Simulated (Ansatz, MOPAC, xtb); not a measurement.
Breaking a bond: AlMg (anion, charge -1), lowest singlet found (which spin is the ground state isn't settled by this scan).

- AM1, restricted, heats of formation (MOPAC)
- UMP2 = Ansatz (a first-principles code) with MP2 on UHF/aug-cc-pVDZ, frozen core
- GFN1-xTB (xtb)
- RMP2 = MP2 on RHF/aug-cc-pVDZ, frozen core (Ansatz)
- RKS-PBE = restricted PBE/aug-cc-pVDZ in Ansatz

Energies are in mEh, each relative to the lowest point of its own curve between 2.38 and 2.86 Å, where full CI is lowest.

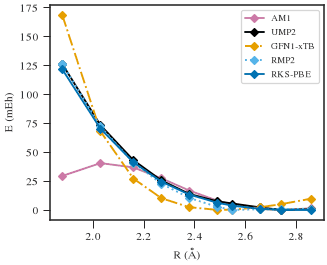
Fig. 1. Energy against bond length for each method.

```json
[
 {"R / Å": "1.88", "AM1": "29.3", "UMP2": "126.0", "GFN1-xTB": "168.3", "RMP2": "126.3", "RKS-PBE": "121.5"},
 {"R / Å": "2.03", "AM1": "40.5", "UMP2": "73.3", "GFN1-xTB": "68.0", "RMP2": "72.2", "RKS-PBE": "70.3"},
 {"R / Å": "2.16", "AM1": "36.7", "UMP2": "42.9", "GFN1-xTB": "27.1", "RMP2": "40.8", "RKS-PBE": "41.1"},
 {"R / Å": "2.27", "AM1": "27.3", "UMP2": "25.5", "GFN1-xTB": "10.1", "RMP2": "22.7", "RKS-PBE": "24.4"},
 {"R / Å": "2.38", "AM1": "16.7", "UMP2": "13.8", "GFN1-xTB": "2.3", "RMP2": "10.4", "RKS-PBE": "13.3"},
 {"R / Å": "2.49", "AM1": "8.0", "UMP2": "7.4", "GFN1-xTB": "0.0", "RMP2": "2.6", "RKS-PBE": "6.2"},
 {"R / Å": "2.55", "AM1": "4.6", "UMP2": "5.5", "GFN1-xTB": "0.2", "RMP2": "0.0", "RKS-PBE": "3.7"},
 {"R / Å": "2.66", "AM1": "0.8", "UMP2": "2.1", "GFN1-xTB": "2.3", "RMP2": "0.6", "RKS-PBE": "0.9"},
 {"R / Å": "2.74", "AM1": "0.0", "UMP2": "0.0", "GFN1-xTB": "4.9", "RMP2": "0.7", "RKS-PBE": "0.0"},
 {"R / Å": "2.86", "AM1": "1.3", "UMP2": "0.5", "GFN1-xTB": "9.7", "RMP2": "0.9", "RKS-PBE": "0.0"}
]
```

At the longest distance, 2.86 Å, GFN1-xTB lies highest above its minimum (9.7 mEh) and RKS-PBE lowest (0.0 mEh).

The scan ran from 1.88 to 8.84 Å; beyond the distances shown full CI changes its symmetry label. The restricted form behind AM1, RMP2, RKS-PBE keeps the bonding electrons paired and can't separate into open-shell fragments. Where the anion isn't bound against loss of the electron, the finite basis alone holds it. The unrestricted determinant behind UMP2 is spin-contaminated at 1.88 to 2.86 Å (<S²> up to 1.7, against 0.00 for a pure singlet). The T1 diagnostic of CCSD on the restricted reference of RMP2 exceeds 0.045 at 2.55 to 2.86 Å.
